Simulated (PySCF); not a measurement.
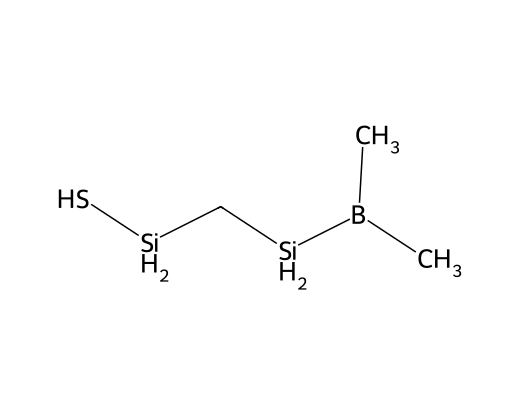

The computed structure is the end point of a GFN2-xTB optimisation. No frequency run is at hand to confirm it as a minimum. Level of theory: PBE0/pcSseg-1, gas phase (PySCF 2.14.0).

Computed properties:

The species is C3H13BSSi2 (`CB(C)[SiH2]C[SiH2]S`).
- dipole moment: 1.80 D
- HOMO energy (Kohn–Sham orbital): −7.26 eV
- LUMO energy (Kohn–Sham orbital): −1.61 eV
- HOMO–LUMO gap: 5.66 eV

The geometry is semi-empirical. Around B, Si such bond lengths and angles can be off by a tenth of an ångström or more and by several degrees, and values that hang on the shape move with them.
